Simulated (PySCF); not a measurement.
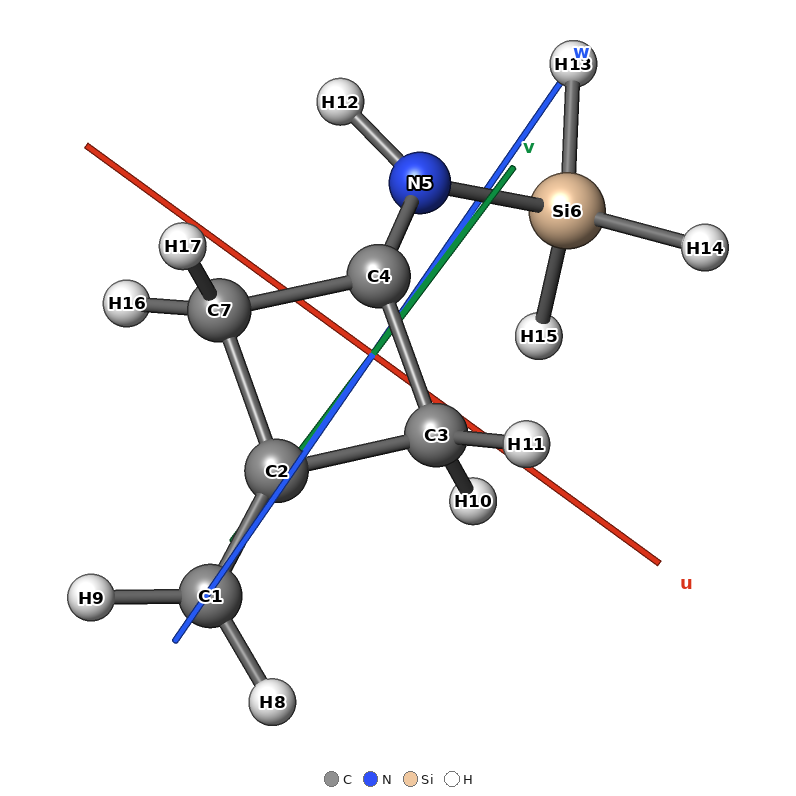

The lines u, v and w are the principal axes of the g tensor. Charge 0, doublet. The computed structure is the end point of a GFN2-xTB optimisation. No frequency run is at hand to confirm it as a minimum. Properties computed with UKS B3LYP, pcH-1 on C H N Si, non-relativistic, mean-field spin-orbit, GIAO (PySCF 2.14.0).

Along which axis does g lie farthest from the free-electron value?

Answer. Along u: the shift is 1020 ppm.

Give the principal values and shifts.

```json
{"axis": "u", "g": "2.00334", "shift (ppm)": "1020"}
{"axis": "v", "g": "2.00211", "shift (ppm)": "−212"}
{"axis": "w", "g": "2.00300", "shift (ppm)": "677"}
```

The geometry is semi-empirical. Around Si such bond lengths and angles can be off by a tenth of an ångström or more and by several degrees, and values that hang on the shape move with them.
